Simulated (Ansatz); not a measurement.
**The cluster In₂P (doublet): a short trajectory**

What does the cluster In₂P (doublet) do in its first 15 fs with a Langevin thermostat, with the temperature set to 500 K?

Computed with Ansatz 0.2.0, Gaussian basis. Level: revPBE/def2-SVP with D3(BJ) dispersion.

1 further run of the same task is left out (set aside as unsound or not needed). Runs told in other sessions of the task aren't counted.

## Step 1: The relaxed structure

The geometry comes from an earlier relaxation with r2SCAN-D4 in a triple-zeta def2 set; it is a stationary point. In takes the def2 core potential; no spin-orbit term is included.

3 atoms, charge 0, spin multiplicity 2.

Atoms are counted from 1 here; the program's logs count them from 0.

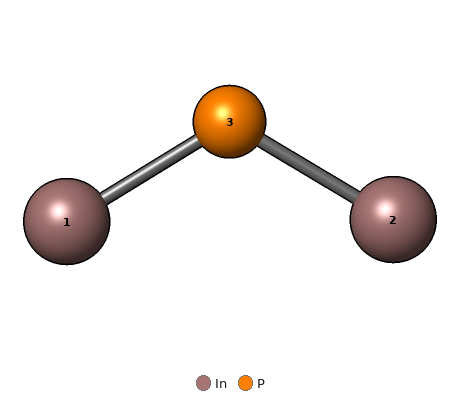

The structure; indium brown, phosphorus orange; atoms are numbered from 1 in the order of the file.

## Step 2: Dynamics

File in.yaml:

```yaml
crystal:
  periodic: [false, false, false]
  atoms:
    - {symbol: In, position_ang: [-1.808839, 1.257027, -0.431725]}
    - {symbol: In, position_ang: [1.152114, -1.812462, 0.652703]}
    - {symbol: P, position_ang: [0.656725, 0.555424, -0.220978]}
basis:
  gaussian: {orbitals: def2-SVP}
magnetization: {spin_polarized: true, initial_magnetization: 1}
hamiltonian: {xc: {name: revPBE}, dispersion: d3bj}
md: {timestep: 1 fs, n_steps: 15, ensemble: nvt_langevin, temperature: 500, initial_velocities: maxwell_boltzmann, friction: 0.01, seed: 352}
scf: {omitted_lower_state_checks: [starts]}
```

On the command line:

```bash
> ansatz run in.yaml --threads 4 --pin off --events-out ev --progress --plain --max-ram 3916MiB
```

Output:

```text
Functional definition: revPBE
  name "revPBE"
  cite "Zhang & Yang, Phys. Rev. Lett. 80, 890 (1998) doi:10.1103/PhysRevLett.80.890"
  cite "Perdew, Burke & Ernzerhof, Phys. Rev. Lett. 77, 3865 (1996) doi:10.1103/PhysRevLett.77.3865"
  parameter kappa = 1.245
  parameter beta = 0.06672455060314922
  exchange = pbe_x(kappa = kappa, mu = beta*pi^2/3)
  correlation = pbe_c(beta = beta)
these checks for a lower state are left out or cut short: starts
839 factors; their error is unknown
mean field evaluation 1: about -19630.0281 eV, gradient 2.3e1 eV
mean field evaluation 2: about -19578.7643 eV, gradient 6.2e1 eV
mean field evaluation 4: about -19634.0879 eV, gradient 8.0e0 eV
mean field evaluation 8: about -19634.9252 eV, gradient 2.8e0 eV
mean field evaluation 16: about -19635.0180 eV, gradient 2.9e-1 eV
mean field evaluation 32: about -19635.0335 eV, gradient 2.8e-2 eV
mean field -19635.03354860 eV, -721.5741738073 hartree, gradient 1.7e-9 eV, S^2 0.755283; 1 other end points of the search recorded, 0 dependent functions left out
the calculation of the forces begins
reference -19635.03359348 eV, -721.5741754567 hartree; 29, 28 occupied and 41, 42 virtual orbitals, 839 factors
md step     0: t =     0.00 fs  T =   333.3 K  F+E_penalty+E_count = -19635.29460958 eV  E_kin = 0.129260 eV  (225 SCF iters)
these checks for a lower state are left out or cut short: starts, cluster_reference, orbital_swaps, neighbouring_geometries, increment
839 factors; their error is unknown
mean field evaluation 64: about -19635.0342 eV, gradient 5.0e-10 eV
mean field -19635.03417102 eV, -721.5741966808 hartree, gradient 5.0e-10 eV, S^2 0.755289; 0 other end points of the search recorded, 0 dependent functions left out
the calculation of the forces begins
reference -19635.03421591 eV, -721.5741983305 hartree; 29, 28 occupied and 41, 42 virtual orbitals, 839 factors
md step     1: t =     1.00 fs  T =   333.7 K  F+E_penalty+E_count = -19635.29514426 eV  E_kin = 0.129393 eV  (109 SCF iters)
these checks for a lower state are left out or cut short: starts, cluster_reference, orbital_swaps, neighbouring_geometries, increment
839 factors; their error is unknown
mean field evaluation 96: about -19635.0343 eV, gradient 4.1e-9 eV
mean field -19635.03425817 eV, -721.5741998835 hartree, gradient 1.4e-9 eV, S^2 0.755479; 1 other end points of the search recorded, 0 dependent functions left out
the calculation of the forces begins
reference -19635.03430301 eV, -721.5742015315 hartree; 29, 28 occupied and 41, 42 virtual orbitals, 839 factors
the trajectory goes on in another electronic state from step 2 on, where its energy jumps by +0.000 meV, which the conserved energy leaves out
md step     2: t =     2.00 fs  T =   348.8 K  F+E_penalty+E_count = -19635.29514193 eV  E_kin = 0.135242 eV  (250 SCF iters)
these checks for a lower state are left out or cut short: starts, cluster_reference, orbital_swaps, neighbouring_geometries, increment
839 factors; their error is unknown
mean field -19635.03425895 eV, -721.5741999123 hartree, gradient 8.9e-6 eV, S^2 0.756000; 0 other end points of the search recorded, 0 dependent functions left out
the calculation of the forces begins
reference -19635.03430367 eV, -721.5742015554 hartree; 29, 28 occupied and 41, 42 virtual orbitals, 839 factors
md step     3: t =     3.00 fs  T =   329.0 K  F+E_penalty+E_count = -19635.29504979 eV  E_kin = 0.127584 eV  (89 SCF iters)
these checks for a lower state are left out or cut short: starts, cluster_reference, orbital_swaps, neighbouring_geometries, increment
839 factors; their error is unknown
mean field evaluation 128: about -19635.0343 eV, gradient 7.0e-6 eV
mean field -19635.03430094 eV, -721.5742014552 hartree, gradient 7.0e-6 eV, S^2 0.756402; 0 other end points of the search recorded, 0 dependent functions left out
the calculation of the forces begins
reference -19635.03434556 eV, -721.5742030951 hartree; 29, 28 occupied and 41, 42 virtual orbitals, 839 factors
md step     4: t =     4.00 fs  T =   319.7 K  F+E_penalty+E_count = -19635.29499513 eV  E_kin = 0.123972 eV  (66 SCF iters)
these checks for a lower state are left out or cut short: starts, cluster_reference, orbital_swaps, neighbouring_geometries, increment
839 factors; their error is unknown
mean field -19635.03444391 eV, -721.5742067094 hartree, gradient 1.4e-6 eV, S^2 0.756716; 0 other end points of the search recorded, 0 dependent functions left out
the calculation of the forces begins
reference -19635.03448847 eV, -721.5742083470 hartree; 29, 28 occupied and 41, 42 virtual orbitals, 839 factors
md step     5: t =     5.00 fs  T =   318.3 K  F+E_penalty+E_count = -19635.29503087 eV  E_kin = 0.123444 eV  (77 SCF iters)
these checks for a lower state are left out or cut short: starts, cluster_reference, orbital_swaps, neighbouring_geometries, increment
839 factors; their error is unknown
mean field evaluation 160: about -19635.0345 eV, gradient 2.5e-8 eV
mean field -19635.03449821 eV, -721.5742087049 hartree, gradient 2.5e-8 eV, S^2 0.756982; 0 other end points of the search recorded, 0 dependent functions left out
the calculation of the forces begins
reference -19635.03454273 eV, -721.5742103407 hartree; 29, 28 occupied and 41, 42 virtual orbitals, 839 factors
md step     6: t =     6.00 fs  T =   289.5 K  F+E_penalty+E_count = -19635.29497911 eV  E_kin = 0.112270 eV  (113 SCF iters)
these checks for a lower state are left out or cut short: starts, cluster_reference, orbital_swaps, neighbouring_geometries, increment
839 factors; their error is unknown
mean field -19635.03434250 eV, -721.5742029825 hartree, gradient 1.7e-8 eV, S^2 0.757211; 0 other end points of the search recorded, 0 dependent functions left out
the calculation of the forces begins
reference -19635.03438697 eV, -721.5742046169 hartree; 29, 28 occupied and 41, 42 virtual orbitals, 839 factors
md step     7: t =     7.00 fs  T =   274.1 K  F+E_penalty+E_count = -19635.29473084 eV  E_kin = 0.106292 eV  (103 SCF iters)
these checks for a lower state are left out or cut short: starts, cluster_reference, orbital_swaps, neighbouring_geometries, increment
839 factors; their error is unknown
mean field -19635.03421276 eV, -721.5741982148 hartree, gradient 8.9e-6 eV, S^2 0.757374; 0 other end points of the search recorded, 0 dependent functions left out
the calculation of the forces begins
reference -19635.03425721 eV, -721.5741998483 hartree; 29, 28 occupied and 41, 42 virtual orbitals, 839 factors
md step     8: t =     8.00 fs  T =   276.3 K  F+E_penalty+E_count = -19635.29451834 eV  E_kin = 0.107151 eV  (57 SCF iters)
these checks for a lower state are left out or cut short: starts, cluster_reference, orbital_swaps, neighbouring_geometries, increment
839 factors; their error is unknown
mean field evaluation 192: about -19635.0419 eV, gradient 5.8e-4 eV
mean field -19635.03410747 eV, -721.5741943454 hartree, gradient 5.0e-6 eV, S^2 0.757480; 0 other end points of the search recorded, 0 dependent functions left out
the calculation of the forces begins
reference -19635.03415191 eV, -721.5741959785 hartree; 29, 28 occupied and 41, 42 virtual orbitals, 839 factors
md step     9: t =     9.00 fs  T =   260.7 K  F+E_penalty+E_count = -19635.29433921 eV  E_kin = 0.101084 eV  (62 SCF iters)
these checks for a lower state are left out or cut short: starts, cluster_reference, orbital_swaps, neighbouring_geometries, increment
839 factors; their error is unknown
mean field -19635.03393191 eV, -721.5741878938 hartree, gradient 4.3e-6 eV, S^2 0.757554; 0 other end points of the search recorded, 0 dependent functions left out
the calculation of the forces begins
reference -19635.03397635 eV, -721.5741895267 hartree; 29, 28 occupied and 41, 42 virtual orbitals, 839 factors
md step    10: t =    10.00 fs  T =   272.9 K  F+E_penalty+E_count = -19635.29409499 eV  E_kin = 0.105827 eV  (60 SCF iters)
these checks for a lower state are left out or cut short: starts, cluster_reference, orbital_swaps, neighbouring_geometries, increment
839 factors; their error is unknown
mean field evaluation 224: about -19635.0337 eV, gradient 3.8e-5 eV
mean field -19635.03369398 eV, -721.5741791500 hartree, gradient 1.9e-8 eV, S^2 0.757602; 0 other end points of the search recorded, 0 dependent functions left out
the calculation of the forces begins
reference -19635.03373842 eV, -721.5741807829 hartree; 29, 28 occupied and 41, 42 virtual orbitals, 839 factors
md step    11: t =    11.00 fs  T =   239.4 K  F+E_penalty+E_count = -19635.29378707 eV  E_kin = 0.092838 eV  (112 SCF iters)
these checks for a lower state are left out or cut short: starts, cluster_reference, orbital_swaps, neighbouring_geometries, increment
839 factors; their error is unknown
mean field -19635.03307004 eV, -721.5741562207 hartree, gradient 4.7e-6 eV, S^2 0.757690; 0 other end points of the search recorded, 0 dependent functions left out
the calculation of the forces begins
reference -19635.03311447 eV, -721.5741578532 hartree; 29, 28 occupied and 41, 42 virtual orbitals, 839 factors
md step    12: t =    12.00 fs  T =   216.9 K  F+E_penalty+E_count = -19635.29310245 eV  E_kin = 0.084120 eV  (59 SCF iters)
these checks for a lower state are left out or cut short: starts, cluster_reference, orbital_swaps, neighbouring_geometries, increment
839 factors; their error is unknown
mean field evaluation 256: about -19635.0321 eV, gradient 1.4e-5 eV
mean field -19635.03211547 eV, -721.5741211406 hartree, gradient 7.0e-6 eV, S^2 0.757812; 0 other end points of the search recorded, 0 dependent functions left out
the calculation of the forces begins
reference -19635.03215987 eV, -721.5741227725 hartree; 29, 28 occupied and 41, 42 virtual orbitals, 839 factors
md step    13: t =    13.00 fs  T =   186.8 K  F+E_penalty+E_count = -19635.29210140 eV  E_kin = 0.072456 eV  (58 SCF iters)
these checks for a lower state are left out or cut short: starts, cluster_reference, orbital_swaps, neighbouring_geometries, increment
839 factors; their error is unknown
mean field -19635.03126131 eV, -721.5740897509 hartree, gradient 5.7e-6 eV, S^2 0.757894; 0 other end points of the search recorded, 0 dependent functions left out
the calculation of the forces begins
reference -19635.03130570 eV, -721.5740913824 hartree; 29, 28 occupied and 41, 42 virtual orbitals, 839 factors
md step    14: t =    14.00 fs  T =   172.4 K  F+E_penalty+E_count = -19635.29120603 eV  E_kin = 0.066865 eV  (58 SCF iters)
these checks for a lower state are left out or cut short: starts, cluster_reference, orbital_swaps, neighbouring_geometries, increment
839 factors; their error is unknown
mean field -19635.03026186 eV, -721.5740530218 hartree, gradient 5.1e-6 eV, S^2 0.757977; 0 other end points of the search recorded, 0 dependent functions left out
the calculation of the forces begins
reference -19635.03030624 eV, -721.5740546529 hartree; 29, 28 occupied and 41, 42 virtual orbitals, 839 factors
these checks for a lower state are left out or cut short: starts
839 factors; their error is unknown
mean field -19635.03026186 eV, -721.5740530218 hartree, gradient 5.1e-6 eV, S^2 0.757977; 0 other end points of the search recorded, 0 dependent functions left out
the calculation of the forces begins
reference -19635.03030624 eV, -721.5740546529 hartree; 29, 28 occupied and 41, 42 virtual orbitals, 839 factors
md step    15: t =    15.00 fs  T =   171.8 K  F+E_penalty+E_count = -19635.29016163 eV  E_kin = 0.066618 eV  (30 SCF iters)
Total energy: -19635.29020601 eV, -721.5836057932 hartree
Atom 0 at    -1.820772     1.294907    -0.424599 Å, force     0.153323    -0.050784     0.014973 eV/Å
Atom 1 at     1.147195    -1.828024     0.651944 Å, force     0.058049    -0.345574     0.125648 eV/Å
Atom 2 at     0.721787     0.521882    -0.201722 Å, force    -0.211372     0.396359    -0.140620 eV/Å
Dipole moment:    -0.285344    -0.161386    -0.016955 e Å
Checks for a lower state left out: starts
```

Wall time 41 s (4 threads of Arm Neoverse V1, shared host).

## Step 3: Frames and traces

Step by step, with energies from the first frame:

```csv
time (fs),T (K),potential (meV),In1–P3 (Å)
0.0,333,0.0,2.572
1.0,334,-0.5,2.579
2.0,349,-0.5,2.587
3.0,329,-0.4,2.594
4.0,320,-0.4,2.600
5.0,318,-0.4,2.607
6.0,290,-0.4,2.614
7.0,274,-0.1,2.621
8.0,276,0.1,2.628
9.0,261,0.3,2.634
10.0,273,0.5,2.640
11.0,239,0.8,2.646
12.0,217,1.5,2.651
13.0,187,2.5,2.657
14.0,172,3.4,2.662
15.0,172,4.4,2.667
```

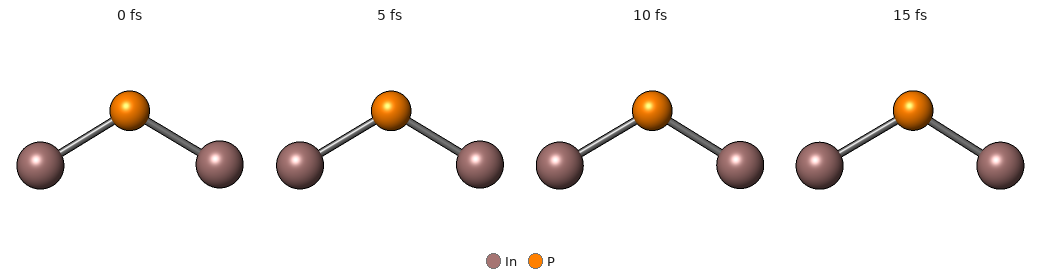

Four frames; sticks are those of the first frame.

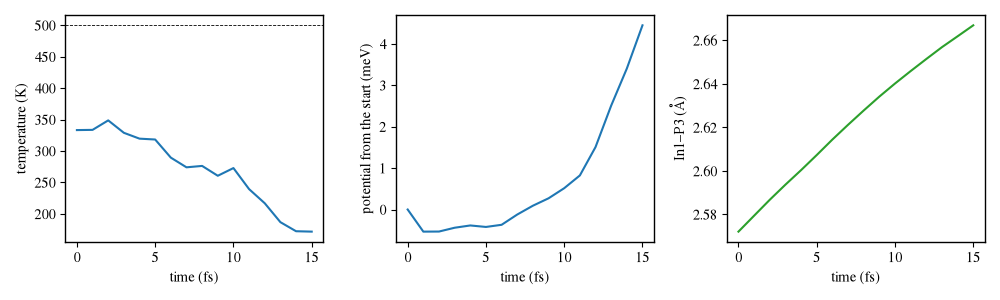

Temperature (the set value dashed), potential energy and the bond that swings most.

Positions (Å) and forces (eV/Å) at 15.0 fs:

```xyz
3

In   -1.821    1.295   -0.425    0.153   -0.051    0.015
In    1.147   -1.828    0.652    0.058   -0.346    0.126
P     0.722    0.522   -0.202   -0.211    0.396   -0.141
```

## Step 4: What came out

```
                         quantity                          value
                           length             15 steps of 1.0 fs
temperature, first and last frame                     333, 172 K
         temperature, second half  mean 225 K, from 172 to 276 K
           swing of the potential                          5 meV
                  range of In1–P3               2.572 to 2.667 Å
```

**Reading.** The temperature starts at 333 K and ranges from 172 to 349 K; in so small a system it swings widely. The first value differs from the one set because the log counts other degrees of freedom than the draw of velocities did. In1–P3 swings most, by 0.09 Å; no bond breaks. A run of 15 fs gives no averages.
